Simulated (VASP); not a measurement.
Data:

```
MoS2
1.0
    1.59549    -2.76346     0.00000
    1.59549     2.76346     0.00000
    0.00000     0.00000    14.59052
Mo S
2 4
Direct
  0.33333   0.66667   0.25000
  0.66667   0.33333   0.75000
  0.33333   0.66667   0.85707
  0.66667   0.33333   0.35707
  0.66667   0.33333   0.14293
  0.33333   0.66667   0.64293
```

Level of theory: PW91 GGA, VASP's PBE PAW potentials (set 64) (plane waves; VASP). Settings: 520 eV cut-off, 9×9×2 Γ-centred mesh, tetrahedra with Blöchl corrections, potentials Mo_sv S.

Without a dispersion term in the relaxation, distances and binding between the weakly bound layers, chains or molecules are unreliable, and so is what depends on them.

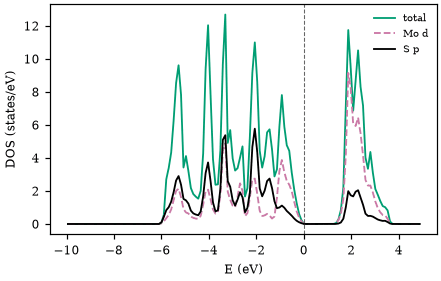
*Total and projected density of states, zero at the valence-band maximum*

Within 2 eV below the valence-band maximum the largest weight inside VASP's projection spheres is Mo d, then S p.

The gap is indirect, 1.40 eV, from the valence maximum at Γ to the conduction minimum at K.

The compound is MoS2 in the 2H layered structure. It was relaxed first, which changed the volume by +21 %.
